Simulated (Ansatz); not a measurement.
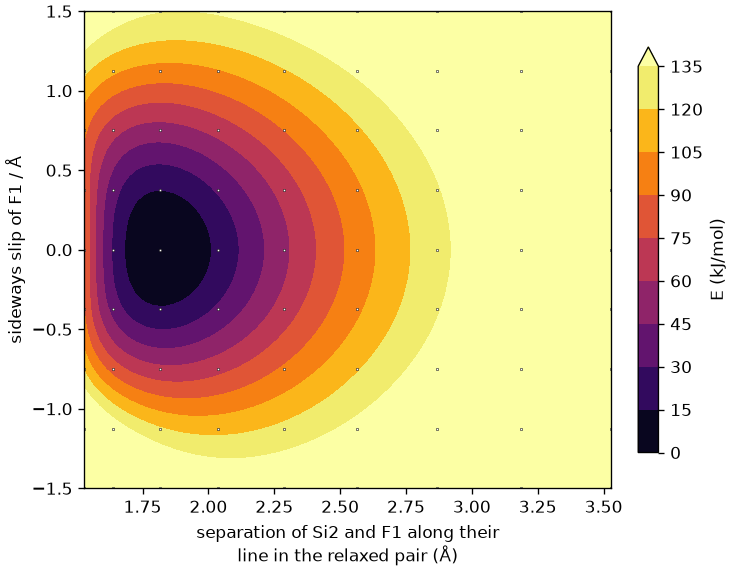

FH4Si, charge −1. The first coordinate is: separation of Si2 and F1 along their line in the relaxed pair; the second: sideways slip of F1. Nothing is relaxed (both partners rigid). The grid has 9 × 9 points. Points are written as (first, second). All energies are given in kJ/mol relative to the lowest grid point. Theory: Ansatz 0.2.0, RKS wB97X-V/def2-SVPD.

Drawn: filled contours, dots at the grid points, one colour for all values above the top of the scale. Between grid points the surface is interpolated.

Where is the minimum, and how stiff is the well along each coordinate?

Answer. The interpolated minimum is at the first coordinate ≈ 1.816 Å, sideways slip of F1 ≈ 0.000 Å. The curvatures there are about 12 eV/Å² and 2.4 eV/Å², with a cross term of about 0 eV/Å². Round the minimum the two coordinates are nearly uncoupled. (1 eV is 96.5 kJ/mol.)
